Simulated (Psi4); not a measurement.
**triplet BH3: levels of theory compared**

We compute a comparison of 4 runs (UHF/STO-3G, UB3LYP/6-31G*, UHSE06/def2-TZVPPD) of triplet BH3. 

The results are computed with Psi4 1.11.

## (1) The molecule

The species is BH3 (4 atoms), meant as a triplet with charge 0. As SMILES of the parent species, `[H]B([H])[H]`. The coordinates come from a GFN2-xTB relaxation. That shape belongs to the parent species and isn't relaxed for this state.

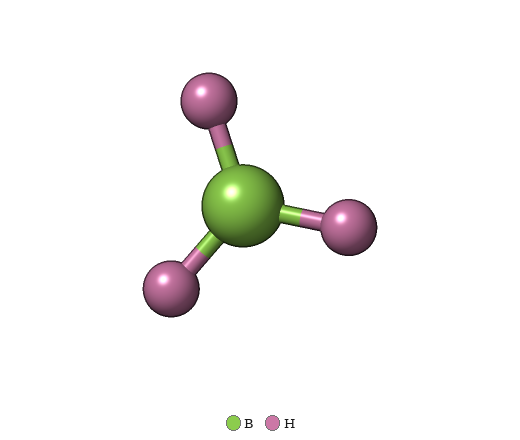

The structure, seen from a chosen angle (boron green, hydrogen pink).

## (2) Energy and gradient at UHF/STO-3G (run 1)

File run.py:

```python
import numpy as np
from ase.calculators.psi4 import Psi4
from ase import Atoms

a = Atoms(['B', 'H', 'H', 'H'], positions=[
    [0.000060, 0.000030, -0.001400],
    [1.163870, -0.030320, 0.015280],
    [-0.555340, 1.023410, -0.018650],
    [-0.608600, -0.993120, 0.004770],
])
calc = Psi4(atoms=a, method='hf', basis='STO-3G', memory='1600MB', num_threads=1, charge=0, multiplicity=3, label='bh3', reference='uhf')
calc.psi4.set_options({'puream': True, 'e_convergence': 1e-09, 'd_convergence': 1e-08, 'scf_type': 'pk', 'maxiter': 200})
a.calc = calc

forces = a.get_forces()
print(f'energy: {a.get_potential_energy():.6f} eV')
print('forces / eV A^-1')
print(np.round(forces, 5))
```

Command:

```
$ python run.py
```

bh3.dat:

```text
[...]
  Running in c1 symmetry.
[...]
  Nuclear repulsion =    7.603081907704702
[...]
  Multiplicity = 3
[...]
  Nalpha       = 5
  Nbeta        = 3
[...]
    Number of basis functions: 8
[...]
   @UHF iter   1:   -25.80587276935623   -1.00119e+00   1.00326e-02 DIIS/ADIIS
[...]
   @UHF iter  18:   -25.81435345577473   -7.46070e-14   1.25024e-09 DIIS
[...]
   @S^2 Observed:                2.004615318E+00
[...]
    Orbital Energies [Eh]
    ---------------------
    Alpha Occupied:
       1A     -7.305172     2A     -0.768399     3A     -0.543542
       4A     -0.450930     5A     -0.226220
    Alpha Virtual:
       6A      0.621387     7A      0.768320     8A      0.795025
    Beta Occupied:
       1A     -7.277355     2A     -0.544812     3A     -0.404601
    Beta Virtual:
[...]
  @UHF Final Energy:   -25.81435345577473
   => Energetics <=
    Nuclear Repulsion Energy =              7.6030819077047020
    One-Electron Energy =                 -49.3138388925393727
    Two-Electron Energy =                  15.8964035290599455
    Total Energy =                        -25.8143534557747287
  UHF NO Occupations:
  HONO-2 :    3  A 1.9977445
  HONO-1 :    4  A 1.0000000
[...]
  -Total Gradient:
     Atom            X                  Y                   Z
    ------   -----------------  -----------------  -----------------
       1       -0.072801505057    -0.119148467897     0.001084000825
       2        0.005511109128     0.039895570576    -0.000521939425
       3        0.032938525683     0.023132012633     0.000019163785
       4        0.034351870246     0.056120884687    -0.000581225185
[...]
```

On the terminal:

```text
Memory set to   1.490 GiB by Python driver.
  Threads set to 1 by Python driver.

  Memory set to   1.490 GiB by Python driver.
  Threads set to 1 by Python driver.
energy: -702.444337 eV
forces / eV A^-1
[[ 3.74360e+00  6.12686e+00 -5.57400e-02]
 [-2.83390e-01 -2.05151e+00  2.68400e-02]
 [-1.69377e+00 -1.18950e+00 -9.90000e-04]
 [-1.76644e+00 -2.88585e+00  2.98900e-02]]
```

It took 3.3 s on 1 thread of Intel Xeon Platinum 8375C at 2.90GHz (Ice Lake), shared host; peak memory 0.19 GiB.

## (3) Energy and gradient at UB3LYP/6-31G(d) (spherical functions) (run 2)

File bh3.py:

```python
import psi4

psi4.set_memory(1600000000)
psi4.set_num_threads(1)
psi4.core.set_output_file('bh3.out', False)

geom = psi4.geometry("""
0 3
B      0.000060     0.000030    -0.001400
H      1.163870    -0.030320     0.015280
H     -0.555340     1.023410    -0.018650
H     -0.608600    -0.993120     0.004770
symmetry c1
no_reorient
no_com
""")

psi4.set_options({
    'reference': 'uks',
    'puream': True,
    'e_convergence': 1e-09,
    'd_convergence': 1e-08,
    'scf_type': 'pk',
    'dft_radial_points': 99,
    'dft_spherical_points': 590,
    'maxiter': 200,
})

energy_value, wavefunction = psi4.gradient('b3lyp/6-31G*', molecule=geom, return_wfn=True)
psi4.oeprop(wavefunction, 'DIPOLE', 'QUADRUPOLE', 'WIBERG_LOWDIN_INDICES', title='B3LYP')
print('gradient / Eh bohr^-1')
print(energy_value.np.round(6))
print(f'energy = {wavefunction.energy():.10f} Eh')
```

Command:

```
$ python bh3.py
```

bh3.out:

```text
[...]
  Running in c1 symmetry.
[...]
  Nuclear repulsion =    7.603081907704702
[...]
  Multiplicity = 3
[...]
  Nalpha       = 5
  Nbeta        = 3
[...]
    Number of basis functions: 20
[...]
   @UKS iter   1:   -26.36009593019312   -2.34009e-01   1.22131e-02 DIIS/ADIIS
[...]
   @UKS iter  13:   -26.40805021201907   -2.02505e-12   4.05242e-09 DIIS
[...]
   @S^2 Observed:                2.003184988E+00
[...]
  @UKS Final Energy:   -26.40805021201907
   => Energetics <=
    Nuclear Repulsion Energy =              7.6030819077047020
    One-Electron Energy =                 -49.1789900247493819
    Two-Electron Energy =                  19.3079900457206719
    DFT Exchange-Correlation Energy =      -4.1401321406950666
    Empirical Dispersion Energy =           0.0000000000000000
    VV10 Nonlocal Energy =                  0.0000000000000000
    Total Energy =                        -26.4080502120190701
[...]
  -Total Gradient:
     Atom            X                  Y                   Z
    ------   -----------------  -----------------  -----------------
       1       -0.044578560472    -0.072829609894     0.000671629551
       2       -0.026336498693     0.034556654831    -0.000812578885
       3        0.042717819659    -0.007705774308     0.000549625592
       4        0.028197197142     0.045978694043    -0.000408679291
[...]
```

On the terminal:

```text
Memory set to   1.490 GiB by Python driver.
  Threads set to 1 by Python driver.
gradient / Eh bohr^-1
[[-0.044579 -0.07283   0.000672]
 [-0.026336  0.034557 -0.000813]
 [ 0.042718 -0.007706  0.00055 ]
 [ 0.028197  0.045979 -0.000409]]
energy = -26.4080502120 Eh
```

Wall time 9 s (1 thread of Intel Xeon Platinum 8375C at 2.90GHz (Ice Lake), shared host); peak memory 0.35 GiB.

Run 3 isn't shown in full; the table further down has it.

## (4) A single-point energy at UHSE06/def2-TZVPPD (run 4)

File bh3.xyz:

```xyz
4
BH3
B      0.000060     0.000030    -0.001400
H      1.163870    -0.030320     0.015280
H     -0.555340     1.023410    -0.018650
H     -0.608600    -0.993120     0.004770
```

File bh3_ase.py:

```python
import numpy as np
from ase.calculators.psi4 import Psi4
from ase.io import read

a = read('bh3.xyz')
calc = Psi4(atoms=a, method='hse06', basis='def2-TZVPPD', memory='1600MB', num_threads=1, charge=0, multiplicity=3, label='bh3', reference='uks')
calc.psi4.set_options({'puream': True, 'e_convergence': 1e-09, 'd_convergence': 1e-08, 'scf_type': 'pk', 'dft_radial_points': 99, 'dft_spherical_points': 590, 'maxiter': 200})
a.calc = calc

print(f'energy: {a.get_potential_energy():.6f} eV')
```

Command:

```
$ python bh3_ase.py
```

bh3.dat:

```text
[...]
  Running in c1 symmetry.
[...]
  Nuclear repulsion =    7.603081907704702
[...]
  Multiplicity = 3
[...]
  Nalpha       = 5
  Nbeta        = 3
[...]
    Number of basis functions: 88
[...]
   @UKS iter   1:   -26.30044659235993   -2.59190e-01   3.75648e-03 DIIS/ADIIS
[...]
   @UKS iter  14:   -26.37849394889499    8.94033e-10   9.85076e-09 DIIS
[...]
   @S^2 Observed:                2.005064945E+00
[...]
  @UKS Final Energy:   -26.37849394889499
   => Energetics <=
    Nuclear Repulsion Energy =              7.6030819077047020
    One-Electron Energy =                 -49.1331463083087243
    Two-Electron Energy =                  19.1070261218998816
    DFT Exchange-Correlation Energy =      -3.9554556701908519
    Empirical Dispersion Energy =           0.0000000000000000
    VV10 Nonlocal Energy =                  0.0000000000000000
    Total Energy =                        -26.3784939488949881
[...]
 Multipole Moments:
 ------------------------------------------------------------------------------------
     Multipole            Electronic (a.u.)      Nuclear  (a.u.)        Total (a.u.)
 ------------------------------------------------------------------------------------
 L = 1.  Multiply by 2.5417464519 to convert [e a0] to [Debye]
 Dipole X            :         -0.1633001           -0.0002010           -0.1635011
 Dipole Y            :         -0.2664747           -0.0000965           -0.2665712
 Dipole Z            :         -0.0011281            0.0045023            0.0033741
 Magnitude           :                                                    0.3127367
[...]
```

The script printed:

```text
Memory set to   1.490 GiB by Python driver.
  Threads set to 1 by Python driver.

  Memory set to   1.490 GiB by Python driver.
  Threads set to 1 by Python driver.
energy: -717.795382 eV
```

Run time: 39 s. Hardware: 1 thread of Intel Xeon Platinum 8375C at 2.90GHz (Ice Lake), shared host; peak memory 0.97 GiB.

## (5) All runs side by side

```csv
run,level,integration grid,task,energy (Eh),dipole moment (D),HOMO energy (eV),⟨S²⟩,wall time
1,UHF/STO-3G,–,gradient,-25.814353,1.63,-6.16,2.005,3.3 s
2,UB3LYP/6-31G* (spherical functions),99 radial × 590 angular,gradient,-26.408050,0.82,-4.43,2.003,9 s
3,UB3LYP/6-31G* (Cartesian functions),99 radial × 590 angular,energy,-26.408723,0.82,-4.43,2.003,9 s
4,UHSE06/def2-TZVPPD,99 radial × 590 angular,energy,-26.378494,0.79,-4.80,2.005,39 s
```

## (6) Summary of results

| quantity | value |
| --- | --- |
| run 4: total energy | -26.37849 Eh |
| run 4: dipole moment | 0.79 D |
| run 4: HOMO energy (highest over α and β) | -4.80 eV |
| run 4: ⟨S²⟩ | 2.005 |

What this shows: The dipole moment (its size) runs from 0.79 D (UHSE06/def2-TZVPPD) to 1.63 D (UHF/STO-3G). The two ends differ in method and basis. Totals of different functionals can't be ranked against each other. In run 1 the basis is minimal, so the values are rough. All runs together took 61 s, the longest 39 s.
